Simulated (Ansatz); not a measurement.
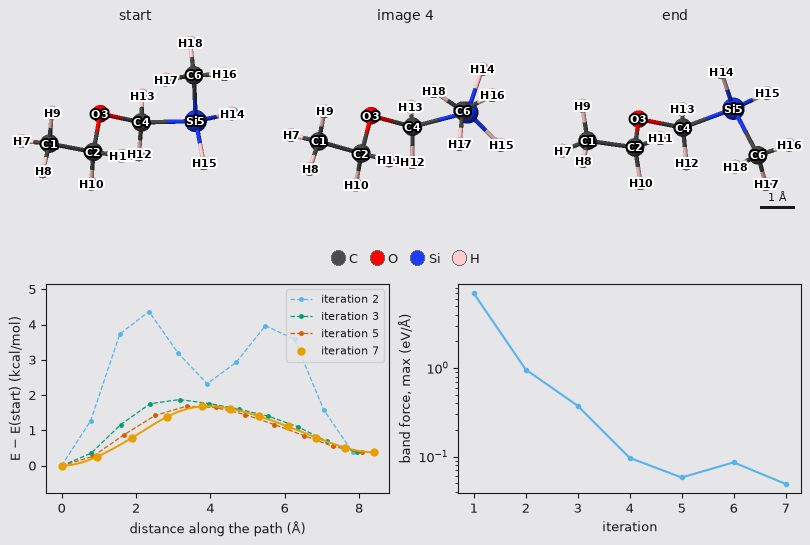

A search for the minimum-energy path of C₄H₁₂OSi by the nudged elastic band. Images are numbered from 0 (start) to 10 (end). The plot follows the band through its iterations. Style: ball-and-stick. Shown from a free direction.

The calculation used RKS revPBE-D4/STO-3G (Ansatz). Settings: 9 movable images; climbing image; force threshold 0.05 eV/Å; iteration limit 32; starting path through a guess of the saddle point.

Q: Judge this run.

A: The result is final at these settings. The band converged in 7 iterations. The largest component of the band force went from 7 to 0.049 eV/Å. The climbing image converged on the top of the path. Its vibrational analysis gives one imaginary mode (51i cm⁻¹), as a transition state must have. The first iteration put the highest image at 52.87 kcal/mol. The highest point, image 4, lies 1.68 kcal/mol above the start and 1.30 kcal/mol above the end; the end is at +0.38 kcal/mol relative to the start.

Limits of the set-up: STO-3G is a minimal basis, so the numbers are rough.
